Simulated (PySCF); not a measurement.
**H4O4Si, SMILES `O[Si](O)(O)O`: what the electrons do**

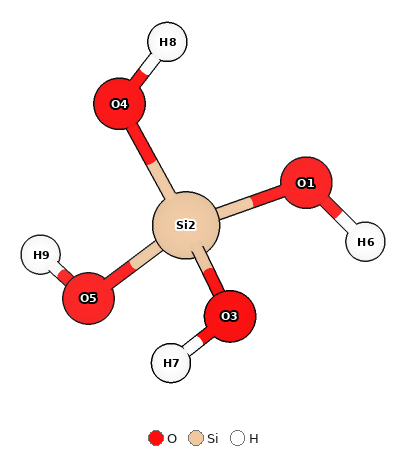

The molecule, with its atoms numbered as below. No frequency check shows the geometry to be a minimum.

Cartesian coordinates (Å):

```
O1       1.2087    0.6497   -0.8701
Si2      0.0002   -0.0001   -0.0003
O3       0.6499   -1.2083    0.8699
O4      -0.6500    1.2084    0.8699
O5      -1.2088   -0.6496   -0.8701
H6       1.8242    0.0635   -1.2997
H7       0.0633   -1.8206    1.3036
H8      -0.0634    1.8206    1.3036
H9      -1.8243   -0.0634   -1.2997
```

### 1. Bonding charge

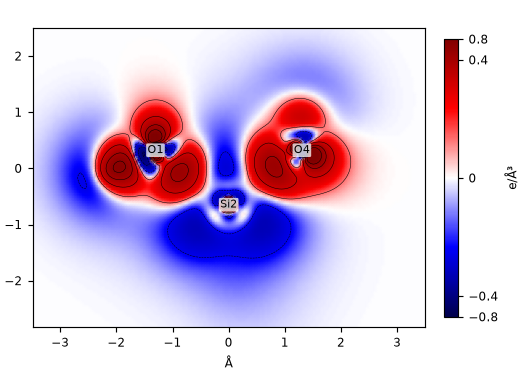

Deformation density (molecule less spherical, spin-averaged free atoms) in the plane of O1, Si2 and O4; colour scale in e/Å³, logarithmic beyond ±0.1; red: gain, blue: loss.

PySCF calculation, ωB97X/def2-TZVP, gas phase; geometry: GFN2-xTB.

Question: How much density has each bond in this plane gained at its critical point, relative to the free atoms?

Answer: O1–Si2 and Si2–O4: +0.15 e/Å³ at the bond critical point (bond length 1.62 Å, Mayer order 1.2). In all, 2.3 electrons gather in the regions of gain relative to the promolecule. A small or negative value marks a very polar bond, one between electron-rich atoms, whose free-atom densities already overlap strongly, a long bond to a heavier atom, or a closed-shell contact such as a hydrogen bond.

Question: Where do the Hirshfeld charges lie?

Answer: The highest Hirshfeld charge is on Si2 (+0.57 e), the lowest on O1, O3, O4 and O5 (−0.32 e).

```tsv
atom	charge (e)
O1	−0.32
Si2	+0.57
O3	−0.32
O4	−0.32
O5	−0.32
H6	+0.18
H7	+0.18
H8	+0.18
H9	+0.18
```

### 2. Bond critical points

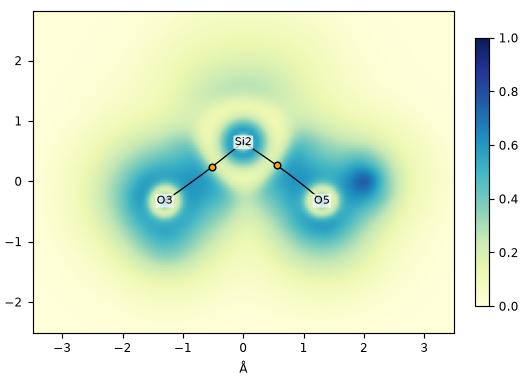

Localised orbital locator (LOL) in the plane of Si2, O3 and O5, with bond paths and bond critical points (dots).

Question: Rank the bonds in the plane by LOL at their critical points.

Answer: Si2–O3 and Si2–O5: about 0.30. Values above 0.5 mark slow, localised electrons, as in shared pairs; low values at a critical point mark a polar or closed-shell contact whose critical point lies between the shells.

Question: Where along Si2–O3 does the critical point lie?

Answer: 0.67 Å from Si2 and 0.96 Å from O3.

### 3. Local ionisation energy

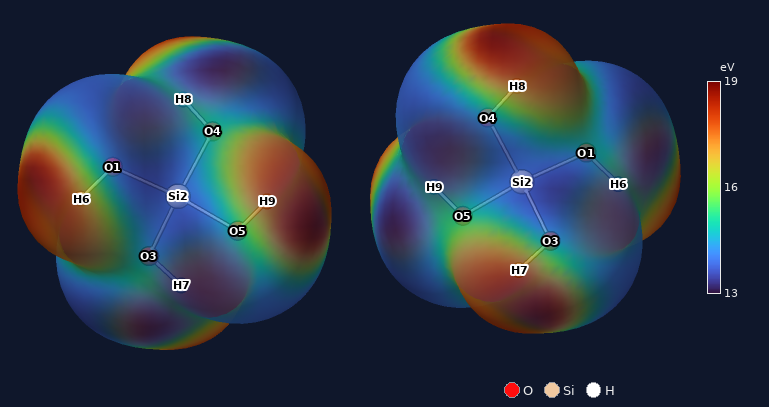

Average local ionisation energy on the surface of electron density 0.001 a.u. (back view left, front view right).

Question: Where are the most loosely bound electrons on this surface?

Answer: The lowest value is 13.2 eV, 1.9 Å from O4, and at like points elsewhere. Further minima include 13.3 eV, 1.9 Å from O5. For comparison, the highest occupied orbital lies at −11.6 eV.

Question: What volume does the surface enclose, and what is the dipole moment?

Answer: About 97 Å³; the dipole moment is 0.0 D.

### 4. In an electric field

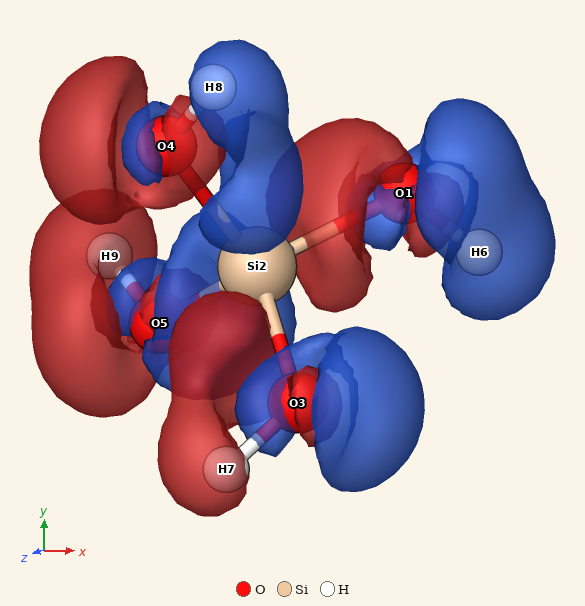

Change of the electron density in a uniform field of 0.21 V/Å, surfaces at ±0.0015 e/Å³ (blue: gain, red: loss).

Method: ωB97X/def2-TZVP; geometry: GFN2-xTB; program: PySCF. A basis without diffuse functions makes polarisabilities too small.

The field was applied in both directions; the picture shows the one opposite to the script's first.

Question: Along which Cartesian direction does the field point?

Answer: Along −x: electrons gather on the +x side, against the field.

Question: How large is the response?

Answer: The induced dipole is 0.35 D (along the field); α along this axis, from the fields in both directions, is 35 bohr³ (5.1 Å³).

The PySCF runs shown took 23 s and 62 s on 1 thread of Intel(R) Xeon(R) Platinum 8259CL CPU @ 2.50GHz (Skylake/Cascade Lake) (shared host).
